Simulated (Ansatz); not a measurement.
What x(Cu) = 0.333, 3 atoms, P-3m1 does to Au

The reference is Au in the fcc (Cu type) structure (space group Fm-3m, No. 225; a = 4.1241 Å).

The other end (x = 1) is Cu in the fcc (Cu type) structure (space group Fm-3m, No. 225): 11.44 Å³/atom, gap zero.

It is then changed as follows: a fraction x = 0.333 of the Au sites is given to Cu, ordered in a cell of 3 atoms (starting symmetry P-3m1) and fully relaxed.

Method: Ansatz (a first-principles code), r2SCAN, PAW, cutoff 500 eV, without spin-orbit coupling. k-mesh 19×19×7 (Γ-centred); smearing 0.05 eV (Fermi–Dirac), for the changed cell.

The density falls by 2.61 g/cm³, from 18.65 g/cm³ to 16.04 g/cm³ and the shortest interatomic distance drops by 0.258 Å to 2.658 Å. The band gap stays zero and the mixing energy comes out as 0.00 eV/atom (to 0.01 eV only: unlike meshes or grids). The deviation of the volume from the linear (Vegard-type) interpolation amounts to +1.8 %.

Final structure:

```
CELL_PARAMETERS angstrom
      2.86601     0.00000     0.00000
     -1.43301     2.48204     0.00000
      0.00000     0.00000     6.65696
ATOMIC_POSITIONS crystal
  Au 0.66667 0.33333 0.81247
  Cu 0.00000 0.00000 0.50000
  Au 0.33333 0.66667 0.18753
```

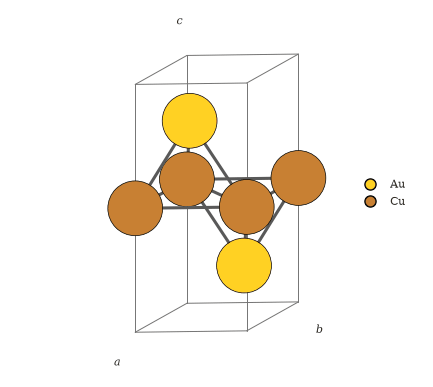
Figure. The relaxed conventional cell after the change

Cost of the whole job for the changed cell (relaxation, final SCF and bands): very roughly 5 core-minutes.

These are small ordered cells, not random alloys; other orderings at the same x differ. No phonon test of stability was made. All final runs are without spin polarisation.
